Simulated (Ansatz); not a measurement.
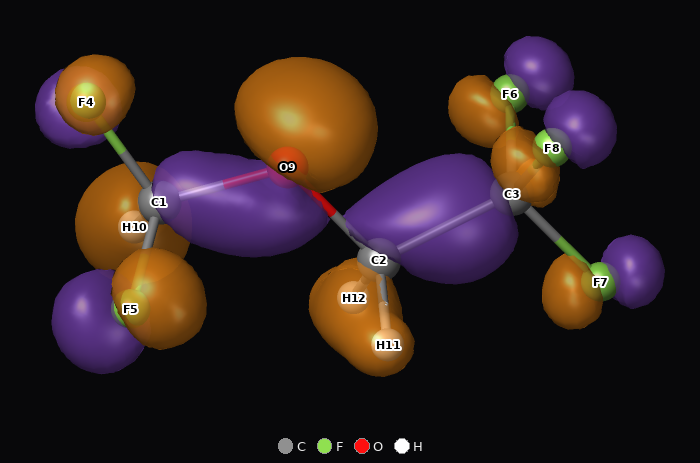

*C3H3F5O (SMILES FC(F)OCC(F)(F)F). The HOMO−1 at ±0.15 Å⁻³ᐟ² (orange and purple are the two phases), seen across its widest extent.*

Geometry: PBE0-D3(BJ)/def2-SVP.

Computed with isolated molecule in a Gaussian basis; Kohn-Sham density functional theory, functional PBE0 (Ansatz).

Input file:

```
crystal:
  periodic: [false, false, false]
  atoms:
    - {symbol: C, position_ang: [-1.706156, -0.880017, -0.417312]}
    - {symbol: C, position_ang: [-2.326022, 1.134500, 0.555672]}
    - {symbol: C, position_ang: [-1.834390, 2.078008, 1.629809]}
    - {symbol: F, position_ang: [-0.654051, -1.678630, -0.529812]}
    - {symbol: F, position_ang: [-2.106754, -0.526150, -1.656762]}
    - {symbol: F, position_ang: [-1.553535, 1.430472, 2.757249]}
    - {symbol: F, position_ang: [-2.791696, 2.972038, 1.891365]}
    - {symbol: F, position_ang: [-0.745612, 2.735477, 1.247507]}
    - {symbol: O, position_ang: [-1.311786, 0.212244, 0.284649]}
    - {symbol: H, position_ang: [-2.543879, -1.422219, 0.065994]}
    - {symbol: H, position_ang: [-2.591080, 1.728174, -0.334444]}
    - {symbol: H, position_ang: [-3.240344, 0.644007, 0.936097]}
basis:
  gaussian:
    orbitals: def2-SVPD
hamiltonian:
  xc: {name: PBE0}
output: {forces: true, orbitals: {seedname: orbitals}}
```

Command:

```sh
ansatz run input.yaml --threads 4 --pin off --max-ram 7830MiB --events-out events.jsonl --progress --plain --runs-dir runs
```

> What is the character of this orbital?

Its weight (Hirshfeld) is mainly on O9 (about 30 %), C2 (about 10 %), F5 (about 10 %), C1 (about 10 %) and C3 (about 10 %). Its energy is −10.81 eV.
